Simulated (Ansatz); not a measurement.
**NaF (Villiaumite): given cell or relaxed cell?**

Aim: gaps of NaF (Villiaumite) at the database cell and after a full relaxation.

Calculated with Ansatz 0.2.0; PBE, HSE06 and G0W0, plane waves, PAW.

The database entry behind the starting cell differs from later determinations by our own check (0.1 to 0.3 % short, probably kX units), so it need not match the best structure at ambient conditions.

## Step 1: Set-up

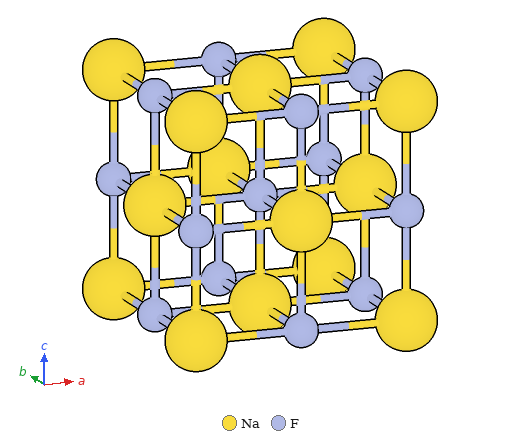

The starting structure, seen slightly off an axis (sodium yellow, fluorine light blue). This picture shows the conventional cell, with its axes. Some periodic images of atoms are drawn too.

As a file:

```cif
data_structure
_symmetry_space_group_name_H-M 'Fm-3m'
_symmetry_Int_Tables_number 225
_cell_length_a 4.6200
_cell_length_b 4.6200
_cell_length_c 4.6200
_cell_angle_alpha 90.000
_cell_angle_beta 90.000
_cell_angle_gamma 90.000
_cell_volume 98.61
loop_
_atom_site_label
_atom_site_type_symbol
_atom_site_symmetry_multiplicity
_atom_site_Wyckoff_symbol
_atom_site_fract_x
_atom_site_fract_y
_atom_site_fract_z
_atom_site_occupancy
Na1 Na 4 a 0.00000 0.00000 0.00000 1
F1 F 4 b 0.50000 0.00000 0.00000 1
```

The cell and positions come from the Crystallography Open Database and are kept as given unless a step says otherwise.

## Step 2: PBE bands at the given cell

The cheap functional maps the bands first; the places of the edges decide which points the dearer methods must see.

This step: DFT, PBE, plane waves, PAW; PAW set soft_1.

File input.yaml:

```yaml
crystal:
  lattice:
    - [0.0, 2.31, 2.31]
    - [2.31, 0.0, 2.31]
    - [2.31, 2.31, 0.0]
  atoms:
    - { symbol: Na, position: [0.0, 0.0, 0.0] }
    - { symbol: F, position: [0.5, 0.5, 0.5] }
kpoints:
  mp_grid: { grid: [8, 8, 8] }
  band_path:
    path:
      - [[0.0, 0.0, 0.0], [0.5, 0.0, 0.5], [0.625, 0.25, 0.625]]
      - [[0.375, 0.375, 0.75], [0.0, 0.0, 0.0], [0.5, 0.5, 0.5], [0.5, 0.25, 0.75], [0.5, 0.0, 0.5]]
    npoints: 10
hamiltonian:
  xc: pbe
  pseudopotentials: { kind: paw, azcp: { folder: soft_1 } }
scf:
  occupations: { method: fermi_dirac, width: 0.02 }
  n_extra_bands: 4
output:
  eigenvalues: true
```

Command:

```bash
> ansatz run input.yaml --threads 24 --pin off --max-ram 82944MiB --backend cuda --events-out ev --progress --plain --runs-dir out --devices 1 --max-vram 78GiB
```

Numbers of over 12 decimals in the logs are rounded to 6 here.

The program printed:

```text
scf.n_extra_bands = 4 over 8 filled bands (N_el = 16.0): the run solves 12 bands
GPUs: using 1 of 1 available (devices: 1).
Engine: ansatz 0.2.0, aarch64-unknown-linux-gnu
Pseudopotentials: kind: paw
Pseudopotential: Na, paw, valence charge 9, recommended cutoff 420 eV (normal), soft_1/Na.paw.azcp
Pseudopotential: F, paw, valence charge 7, recommended cutoff 420 eV (normal), soft_1/F.paw.azcp
Functional definition: PBE
  parameter kappa = 0.804
  parameter beta = 0.066725
  exchange = pbe_x(kappa = kappa, mu = beta*pi^2/3)
  correlation = pbe_c(beta = beta)
device memory: the entry about to start is reckoned to put 0.6 GiB on a device that reports 163.7 GiB free (of which the cap on the GPU budget leaves the run 78.0 GiB)
GPU FFT provider: cuFFT
GPU libraries: cuBLAS 13.8.1, cuFFT 12.4.0, cuSOLVER 12.3.2
GPU matrix products: emulated (plane waves: as basis.precision tells), large ones in fixed point in workspaces of 1.00 GiB
Crystal: 2 atoms, lattice volume = 24.653 Å³
Basis set: ecut = 420 eV, 531 PW (Γ)
Bands: 12, of which v1, the nominal top of the filled ones, is band 8 counted from 1 (7 counted from 0)
Symmetry: 48 space group operations
Space group: Fm-3m (ITA 225), of the structure as read, at distance tolerance 2.9e-5 Å
k-points: 29 of 512
Non-local potential: Na, projectors of the file, l = 0: 3, l = 1: 2, l = 2: 1
Non-local potential: F, projectors of the file, l = 0: 2, l = 1: 2, l = 2: 1
PAW form: soft (Blöchl's): semilocal exchange-correlation on the pseudo side does not see the compensation charge
PAW one-centre angular grid: Na, 110 points (default); XC on 64 Gauss nodes
PAW one-centre angular grid: F, 110 points (default); XC on 64 Gauss nodes
Initial density: superposition of atomic densities (chi_scale 0.1, normalization cell, long waves kept (reshape's long-wave potential 0.00 eV rms))
Initial wavefunctions: pseudopotential atomic-orbital guess
GPU buffer pool allocated for 13824 grid points (all kernels)
GPU transforms: local potential and band sums: pruned to the plane-wave sphere, on 24×24×24
Functional: x = pbe(κ = 0.804, μ = 0.219515), c = pbe(β = 0.066725)
SCF iter   1: F=—  HF=-2299.952431 eV  |F-HF|=—  |Δ(HF+E_count)|=         —  Δρ=2.02e-1  dr2=7.16e0  ethr=3.10e-3  ⟨swp⟩=6.0  Hψ=2091  notcnv=0
preconditioner: auto → none  [insulator: Δε(μ)=3.139 eV  Ē_g=17.805 eV  σ=0.020 eV  W_gap=1.00  n_scr=8 (ndim 8)  ℏωp=21.2 eV  f_vac=0.000  D(μ)=0.00/eV (n_scr^D=0)  ε∞_Penn≈2.4]
SCF iter   2: F=—  HF=-2297.608278 eV  |F-HF|=—  |Δ(HF+E_count)|=    2.34e0  Δρ=4.55e-2  dr2=5.55e-1  ethr=3.10e-3  ⟨swp⟩=3.0  Hψ=1045  notcnv=0
SCF iter   3: F=—  HF=-2297.431486 eV  |F-HF|=—  |Δ(HF+E_count)|=   1.77e-1  Δρ=9.80e-3  dr2=2.11e-2  ethr=3.10e-3  ⟨swp⟩=2.8  Hψ=623  notcnv=0
SCF iter   4: F=—  HF=-2297.425010 eV  |F-HF|=—  |Δ(HF+E_count)|=   6.48e-3  Δρ=8.15e-4  dr2=1.49e-4  ethr=1.32e-4  ⟨swp⟩=2.1  Hψ=934  notcnv=0
SCF iter   5: F=—  HF=-2297.425045 eV  |F-HF|=—  |Δ(HF+E_count)|=   3.50e-5  Δρ=2.29e-4  dr2=5.45e-6  ethr=9.28e-7  ⟨swp⟩=2.5  Hψ=571  notcnv=0
SCF iter   6: F=—  HF=-2297.425086 eV  |F-HF|=—  |Δ(HF+E_count)|=   4.07e-5  Δρ=1.20e-4  dr2=2.75e-6  ethr=3.41e-8  ⟨swp⟩=2.0  Hψ=580  notcnv=0
SCF iter   7: F=-2297.425085 eV  HF=-2297.425085 eV  |F-HF|=2.21e-9  |Δ(HF+E_count)|=   3.39e-7  Δρ=9.41e-6  dr2=1.65e-8  ethr=6.25e-10  ⟨swp⟩=2.2  Hψ=1602  notcnv=0
SCF 1 converged in 7 iterations: F = -2297.425085 eV  dr2 = 1.65e-8
[...]
device memory: the entry about to start is reckoned to put 0.7 GiB on a device that reports 163.7 GiB free (of which the cap on the GPU budget leaves the run 78.0 GiB)
NSCF: frozen V_eff on 62 k-points, pencils in batches of 32, up to order 56
SCF converged after 7 iterations
Free energy (F): -2297.425085 eV
Harris-Foulkes:  -2297.425085 eV  (|F-HF|=2.21e-9)
Internal energy: -2297.425085 eV  (E = F + TS)
E sigma→0 (E₀):  -2297.425085 eV
Fermi energy:    4.184667 eV
--- Per-component energies (eV) ---
  E_band       = -233.909439
  E_kinetic    = 312.947771
  E_local      = -1846.045150  (includes V_loc(G=0)·N_el)
  E_nonlocal   = 365.680615
  E_hartree    = 626.481058
  E_xc         = -115.453995
  E_vxc        = -148.167703  (∫ρ·V_xc dr)
  E_paw        = -498.199201  (= ΣΔE_a)
  E_vpaw       = -171.283146  (= ΣTr[D̂ρ^β])
  E_aug_tail   = 0.000740  (compensation charges beyond the density's cutoff)
  E_ewald      = -1142.836923
  E_smearing   = -0.000000  (= −TS)
  E_closure    = 0.000000  (closes the sum)
  Σ components = -2297.425085   (vs F -2297.425085, Δ=0.00e0)
--- Band table (eV; the first three rows and the last of 29) ---
  k-point 0: bands = [... 4 lower, -17.9345, 0.9840, 0.9840, 0.9840, 7.3492, 20.0309, 20.0309, 20.0309]
  k-point 1: bands = [... 4 lower, -17.7164, 0.6871, 0.9459, 0.9459, 7.8977, 18.2967, 20.2723, 20.2723]
  k-point 2: bands = [... 4 lower, -17.4387, 0.0820, 0.8541, 0.8541, 9.2215, 16.2072, 20.8054, 20.8054]
  k-point 28: bands = [... 4 lower, -17.4756, 0.1040, 0.1040, 0.4073, 14.2734, 14.2734, 16.3101, 17.9638]
```

Elapsed: 1.2 s, on 1 × NVIDIA GB200 (shared by 2 runs) with 24 threads of Arm Neoverse V2, shared host; peak memory 0.97 GiB.

In the SCF lines HF is the Harris–Foulkes energy and dr2 the Hartree energy of the density residual, in eV; the loop may stop once dr2 is under the threshold and the program's other checks hold. Hψ counts applications of the Hamiltonian.

This step gave:

| Property | Result |
| --- | --- |
| filled bands | 8 |
| gap | 6.365 eV |
| valence top at | Γ |
| conduction bottom at | Γ |
| least direct gap | 6.365 eV |

The gap is direct, at Γ.

## Step 3: The relaxed cell

Cell and ions were relaxed with PBE; that run is not shown. It left this cell:

Symmetry: Fm-3m, No. 225, cubic system. The conventional cell has a = 4.700 Å, b = 4.700 Å, c = 4.700 Å, α = 90.00°, β = 90.00°, γ = 90.00°. Nearest to Na lie 6 F at 2.35 Å. Nearest to F lie 6 Na at 2.35 Å. Farther neighbours and most contacts between anions are not listed.

## Step 4: PBE at the relaxed cell

The cell differs from the one that the last finished run ended in (a 3.267 → 3.323 Å, b 3.267 → 3.323 Å, c 3.267 → 3.323 Å).

Changes to input.yaml since step 2:

```diff
@@ -2,5 +2,5 @@
   lattice:
-    - [0.0, 2.31, 2.31]
-    - [2.31, 0.0, 2.31]
-    - [2.31, 2.31, 0.0]
+    - [0.0, 2.3500449206, 2.3500449206]
+    - [2.3500449206, 0.0, 2.3500449206]
+    - [2.3500449206, 2.3500449206, 0.0]
   atoms:
```

The program printed:

```text
[...]
GPUs: using 1 of 1 available (devices: 1).
[...]
GPU FFT provider: cuFFT
GPU libraries: cuBLAS 13.8.1, cuFFT 12.4.0, cuSOLVER 12.3.2
[...]
Crystal: 2 atoms, lattice volume = 25.957 Å³
Basis set: ecut = 420 eV, 531 PW (Γ)
Bands: 12, of which v1, the nominal top of the filled ones, is band 8 counted from 1 (7 counted from 0)
Symmetry: 48 space group operations
[...]
Fermi energy:    3.678660 eV
[...]
--- Band table (eV; the first three rows and the last of 29) ---
  k-point 0: bands = [... 4 lower, -18.4596, 0.6141, 0.6141, 0.6141, 6.7049, 19.2914, 19.2914, 19.2914]
  k-point 1: bands = [... 4 lower, -18.1760, 0.3365, 0.5794, 0.5794, 7.2338, 17.5810, 19.5100, 19.5100]
  k-point 2: bands = [... 4 lower, -17.9132, -0.2284, 0.4968, 0.4968, 8.5197, 15.4955, 19.9777, 19.9777]
  k-point 28: bands = [... 4 lower, -17.9326, -0.2104, -0.2104, 0.0802, 13.5598, 13.5598, 15.3657, 17.0030]
[key lines of the parts left out:]
SCF converged after 7 iterations
Free energy (F): -2297.435417 eV
```

Elapsed: 0.95 s, on 1 × NVIDIA GB200 (shared by 2 runs) with 24 threads; peak memory 0.92 GiB.

This step gave:

| Quantity | Value |
| --- | --- |
| gap | 6.091 eV |
| valence top at | Γ |
| conduction bottom at | Γ |
| least direct gap | 6.091 eV |

The gap is direct, at Γ.

## Step 5: HSE06 at the relaxed cell

HSE06 mixes in a quarter of exact exchange at short range. Exchange couples all pairs of k points, which makes a full band path dear, so levels are read on the mesh and at chosen points.

This step: DFT, HSE06, plane waves, PAW; PAW set soft_1.

input.yaml, the sections that differ from step 4:

```yaml
kpoints:
  mp_grid: { grid: [6, 6, 6] }
  band_path:
    path:
      - [0.0, 0.0, 0.0]
      - [0.5, 0.0, 0.5]
      - [0.625, 0.25, 0.625]
      - [0.375, 0.375, 0.75]
      - [0.5, 0.5, 0.5]
      - [0.5, 0.25, 0.75]
    npoints: 1
hamiltonian:
  xc: hse06
  pseudopotentials: { kind: paw, azcp: { folder: soft_1 } }
scf:
  occupations: { method: fixed }
  n_extra_bands: 4
# crystal, output: as in step 4
```

The program printed:

```text
[...]
GPUs: using 1 of 1 available (devices: 1).
[...]
davidson cushion auto → on  (no smearing: the cushion is to keep the highest requested band from converging to the state above it; pin scf.eigensolver.cushion to override)
[...]
GPU FFT provider: cuFFT
GPU libraries: cuBLAS 13.8.1, cuFFT 12.4.0, cuSOLVER 12.3.2
[...]
Crystal: 2 atoms, lattice volume = 25.957 Å³
Basis set: ecut = 420 eV, 531 PW (Γ)
[...]
E sigma→0 (E₀):  -2297.432610 eV
Fermi energy:    -1.058588 eV
[...]
--- Band table (eV; the first three rows and the last of 16) ---
  k-point 0: bands = [... 4 lower, -21.4987, -1.0586, -1.0586, -1.0586, 7.1741, 19.9079, 19.9079, 19.9079]
  k-point 1: bands = [... 4 lower, -21.1984, -1.5057, -1.1214, -1.1214, 8.0797, 17.4093, 20.3049, 20.3049]
  k-point 2: bands = [... 4 lower, -20.8949, -2.2540, -1.2448, -1.2448, 10.0802, 14.9148, 20.9078, 20.9078]
  k-point 15: bands = [... 4 lower, -21.1264, -2.1165, -1.6973, -1.5770, 14.1079, 14.1809, 15.5104, 18.6501]
[key lines of the parts left out:]
Free energy (F): -2297.432610 eV
```

Elapsed: 2.7 s, on 1 × NVIDIA GB200 (shared by 2 runs) with 24 threads; peak memory 1.1 GiB; 8.3 s of CPU time.

Numbers from this step:

| Item | Value |
| --- | --- |
| gap | 8.233 eV |
| valence top at | Γ |
| conduction bottom at | Γ |
| least direct gap | 8.233 eV |

The gap stands +2.14 eV against PBE.

## Step 6: G0W0 at the relaxed cell

G0W0 replaces the xc potential by the self-energy, built once from these orbitals. Only a window of levels is corrected, while the sums run over the empty bands that the input names. This step takes PAW set soft_1 files.

This step: G0W0 on PBE, plane waves, PAW; PAW set soft_1.

File input.yaml:

```yaml
crystal:
  lattice:
    - [0.0, 2.3500449206, 2.3500449206]
    - [2.3500449206, 0.0, 2.3500449206]
    - [2.3500449206, 2.3500449206, 0.0]
  atoms:
    - { symbol: Na, position: [0.0, 0.0, 0.0] }
    - { symbol: F, position: [0.5, 0.5, 0.5] }
kpoints:
  mp_grid: { grid: [6, 6, 6] }
hamiltonian:
  xc: pbe
  pseudopotentials: { kind: paw, azcp: { folder: soft_1 } }
scf:
  occupations: { method: fixed }
gw:
  n_empty_bands: 77
  ecut_chi: 120
  qp_bands: [v2, c2]
  qp_kpoints: band_edges
  screening: { model: contour_deformation }
```

The program printed:

```text
GPUs: using 1 of 1 available (devices: 1).
[...]
Crystal: 2 atoms, lattice volume = 25.957 Å³
Basis set: ecut = 420 eV, 531 PW (Γ)
Bands: 12, of which v1, the nominal top of the filled ones, is band 8 counted from 1 (7 counted from 0)
Symmetry: 48 space group operations
[...]
k-points: 16 of 216
[...]
14    10     13.2102    -6.8757    -3.0310   -11.8074  0.8660    15.1476    15.1108  root
    15     7      0.0022   -30.1466     5.2098   -22.2012  0.7989    -2.8343    -2.7334  root ?
    15     8      0.1179   -30.3502     5.2287   -22.4200  0.7984    -2.6806    -2.5836  root
    15     9     13.4855    -6.9791    -3.0450   -11.9074  0.8620    15.4074    15.3689  root
    15    10     13.6554    -4.2339    -3.0468    -8.8214  0.8773    15.2170    15.1961  root
[key lines of the parts left out:]
SCF converged after 8 iterations
Free energy (F): -2297.435492 eV
Fermi energy:    0.614612 eV
```

Run time: 2.7 s. Hardware: 1 × NVIDIA GB200 (shared by 2 runs) with 24 threads; peak memory 1.1 GiB; 8.1 s of CPU time.

Numbers from this step:

* bands summed: 85
* RPA ε∞ on this mesh (eigenvalues): 1.795, 1.795, 1.795
* plane waves in the screening matrix: 65
* G0W0 gap on the mesh: 10.09 eV
* k of the valence top: 0, 0, 0
* k of the conduction bottom: 0, 0, 0
* starting gap on the mesh: 6.091 eV
* least direct G0W0 gap on the computed points: 10.09 eV

The gap on the mesh goes from 6.09 eV to 10.09 eV, a correction of +4.00 eV. Between the two edge states, bare exchange in place of the xc potential would open the gap by 12.02 eV, and correlation takes back 8.02 eV.

## Step 7: G0W0 at the given cell

input.yaml, the sections that differ from step 6:

```yaml
crystal:
  lattice:
    - [0.0, 2.31, 2.31]
    - [2.31, 0.0, 2.31]
    - [2.31, 2.31, 0.0]
  atoms:
    - { symbol: Na, position: [0.0, 0.0, 0.0] }
    - { symbol: F, position: [0.5, 0.5, 0.5] }
gw:
  n_empty_bands: 73
  ecut_chi: 120
  qp_bands: [v2, c2]
  qp_kpoints: band_edges
  screening: { model: contour_deformation }
# kpoints, hamiltonian, scf: as in step 6
```

The program printed:

```text
GPUs: using 1 of 1 available (devices: 1).
[...]
Crystal: 2 atoms, lattice volume = 24.653 Å³
Basis set: ecut = 420 eV, 531 PW (Γ)
Bands: 12, of which v1, the nominal top of the filled ones, is band 8 counted from 1 (7 counted from 0)
Symmetry: 48 space group operations
[...]
k-points: 16 of 216
[...]
11     7      0.0696   -29.7021     5.1622   -21.7113  0.8036    -2.8627    -2.7590  root ?
[...]
14     7      0.2499   -30.0376     5.1829   -22.0651  0.8036    -2.6379    -2.5397  root
    14     8      0.5682   -30.7069     5.2385   -22.7528  0.8031    -2.2366    -2.1474  root
    14     9     13.4585    -5.7766    -3.0806   -10.5897  0.8779    15.2151    15.1910  root
    14    10     13.9730    -6.9906    -3.0927   -12.0212  0.8682    15.9454    15.9107  root
[key lines of the parts left out:]
SCF converged after 7 iterations
Free energy (F): -2297.425036 eV
Fermi energy:    0.984376 eV
```

It took 2.4 s on 1 × NVIDIA GB200 (shared by 2 runs) with 24 threads; peak memory 1.1 GiB.

This step gave:

```yaml
bands_summed: 81
rpa_eps_infinity_on_this_mesh_eigenvalues: 1.807, 1.807, 1.807
plane_waves_in_the_screening_matrix: 65
g0w0_gap_on_the_mesh: 10.42 eV
k_of_the_valence_top: 0, 0, 0
k_of_the_conduction_bottom: 0, 0, 0
starting_gap_on_the_mesh: 6.365 eV
least_direct_g0w0_gap_on_the_computed_points: 10.42 eV
```

The gap on the mesh goes from 6.36 eV to 10.42 eV, a correction of +4.06 eV. Between the two edge states, bare exchange in place of the xc potential would open the gap by 12.12 eV, and correlation takes back 8.06 eV.

## Step 8: Together

G0W0 rows are gaps on the mesh, lowered by the amount that the mesh misses the start's edges, a rough step that assumes the same correction there.

```csv
level,given cell (eV),relaxed cell (eV),change (eV)
PBE,6.37,6.09,−0.27
HSE06,-,8.23,-
G0W0@PBE,10.42,10.09,−0.33
```

## Step 9: Outcome

```
volume change          : +5.3 %
PBE, given cell        : 6.37 eV
PBE, relaxed cell      : 6.09 eV
HSE06, relaxed cell    : 8.23 eV
G0W0@PBE, relaxed cell : 10.09 eV
G0W0@PBE, given cell   : 10.42 eV
known limits           : not at the basis limit
```

In words: Relaxation changes the volume by +5.3 % and the gap by −0.27 eV (PBE) and −0.33 eV (G0W0@PBE). Bands and cutoff are finite, so the gap is not at the basis limit. The miss can reach some tenths of an eV and take either sign; the mesh is an error of its own.

[Paths, hosts, dates, memory and timing lines, banners, echoed tables and standing remarks are left out of the program output.]

[Logs are printed without paths, hosts, clocks, repeated set-up lines and the standing remarks that a program may print on its own settings, such as how far it seeks lower states.]

[Runs of the session that timed out or met a known fault of the program may be left out.]

[Cells called generated may have been cut or substituted from an entry of the Crystallography Open Database or the Materials Project.]

[No measured gap is set beside runs whose start may be inverted or whose files or cutoffs have a known fault.]

[Hosts, paths, dates, database ids (printed as entryN), source tags and the programs' standing remarks are cut or masked in the printed files.]
